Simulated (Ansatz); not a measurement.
# C2H6BBrS: the cost of one run

All numbers below are computed with Ansatz 0.2.0 (RKS PBE-D4/def2-SVP).

### 1 The system as given

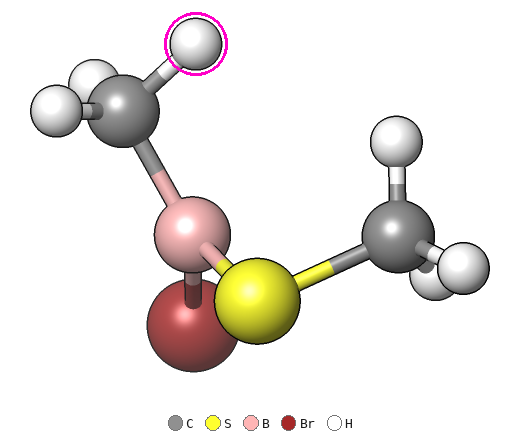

The starting structure, seen from a free direction (carbon grey, sulfur yellow, boron pink, bromine red, hydrogen white). Ringed: H9.

Structure file:

```xyz
11

C    -1.3135    0.6407    1.1708
S     0.4197    1.0339    1.1936
B     0.6968    0.3833   -0.5625
C     1.1908   -1.1314   -0.7699
Br    0.5850    1.6126   -2.1315
H    -1.8105    1.0182    2.1215
H    -1.5112   -0.4003    1.0291
H    -1.8107    1.2677    0.3300
H     0.3063   -1.7726   -0.3391
H     1.2674   -1.3433   -1.8234
H     2.0453   -1.3659   -0.1981
```

### 2 Relaxing end A

File input.yaml:

```yaml
crystal:
  periodic: [false, false, false]
  atoms:
    - { symbol: C, position_ang: [-1.3135, 0.6407, 1.1708] }
    - { symbol: S, position_ang: [0.4197, 1.0339, 1.1936] }
    - { symbol: B, position_ang: [0.6968, 0.3833, -0.5625] }
    - { symbol: C, position_ang: [1.1908, -1.1314, -0.7699] }
    - { symbol: Br, position_ang: [0.585, 1.6126, -2.1315] }
    - { symbol: H, position_ang: [-1.8105, 1.0182, 2.1215] }
    - { symbol: H, position_ang: [-1.5112, -0.4003, 1.0291] }
    - { symbol: H, position_ang: [-1.8107, 1.2677, 0.33] }
    - { symbol: H, position_ang: [0.3063, -1.7726, -0.3391] }
    - { symbol: H, position_ang: [1.2674, -1.3433, -1.8234] }
    - { symbol: H, position_ang: [2.0453, -1.3659, -0.1981] }
basis:
  gaussian: { orbitals: def2-SVP }
hamiltonian:
  xc: pbe
  dispersion: d4
relax:
  f_tol: 0.02
  max_steps: 50
```

Command:

```
$ ansatz run input.yaml --threads 2 --pin off --max-ram 3072MiB --backend cpu --events-out ev --progress --plain --runs-dir out
```

**Question.** How long does this run take on 2 threads of Arm Neoverse V2, shared host, and how much memory does it need?

About 55 s, with a peak of 0.17 GiB.
